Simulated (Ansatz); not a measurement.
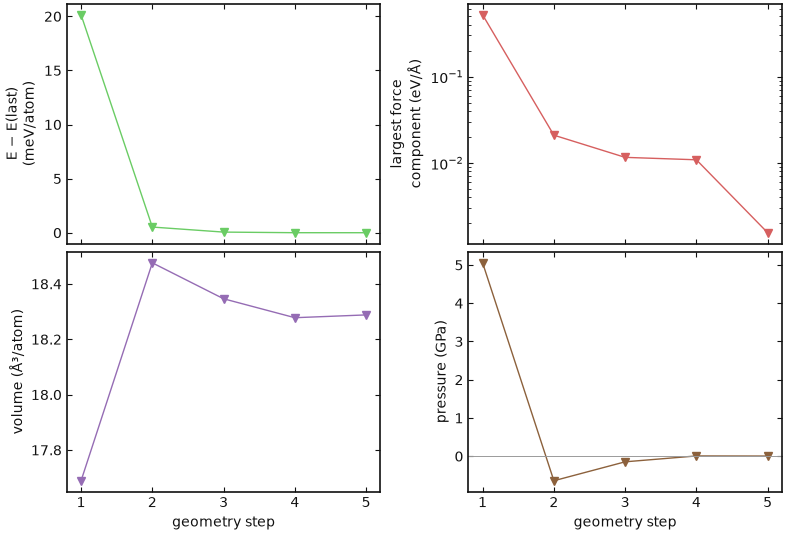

History of a geometry optimisation. Atoms and cell relax. A closing SCF on a freshly chosen basis isn't drawn.

NaReS2 (R-3m, 4 atoms in the cell); Ansatz, DFT PBE, scalar-relativistic, plane waves, PAW; cutoff 420 eV, 15×15×15 k-mesh, Gaussian smearing of 0.1 eV, collinear spins.

How did it end, and what did it gain?

Answer. The optimisation met its thresholds at geometry 5, counting the start as the first. The energy fell by about 20 meV/atom from the first step to the last. The largest force component goes from about 0.52 eV/Å at the start to 1.6 × 10⁻³ eV/Å at the end.

What happens to the cell?

Answer. The volume grows from 17.69 to 18.29 Å³ per atom (+3.4 %), overshooting to 18.48 at step 2, as the pressure goes from 5.1 GPa to about 0 GPa. The start was compressed.
